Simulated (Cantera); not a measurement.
Feed: 1 mol SiH₂Cl₂, 1.2 mol HCl, a varied amount of H₂, at 1275 °C and 0.0230 bar.

Cantera equilibrium calculation (NASA polynomials, part measured and part estimated; ideal gas, pure solids and liquids). Candidate condensed phases: Si; 19 gas species. The tables' values for SiCl₃ are old estimates; treat these amounts as uncertain. Kinetics and transport are ignored.

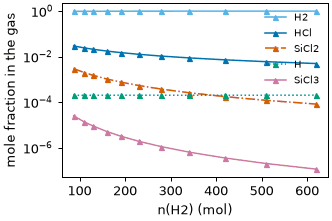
Equilibrium gas composition (values under 1e-9 drawn at 1e-9)

Task: Read off the mole fractions at 190 mol H₂.

Result: H₂ about 0.98, HCl about 0.015, SiCl₂ about 0.00076, H about 0.00020, SiCl₃ about 3.2e-6.
